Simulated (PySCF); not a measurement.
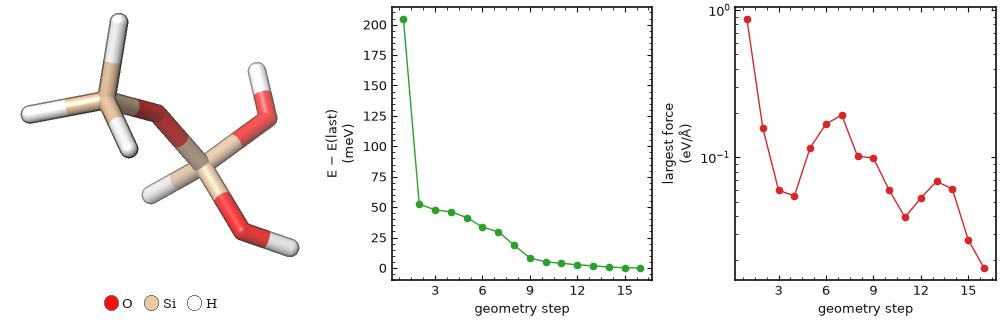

Beside the plot: the molecule at the start.

History of a geometry optimisation.

H6O3Si2 (SMILES O[SiH](O)O[SiH3]); PBE0-D3(BJ)/def2-SVP, geometry optimisation (PySCF 2.14.0, density fitting).

How did it end, and what did it gain?

Answer. The optimisation met its thresholds at geometry 16, counting the start as the first. The energy fell by about 200 meV from the first step to the last. The largest force goes from about 0.87 eV/Å at the start to 0.018 eV/Å at the end.
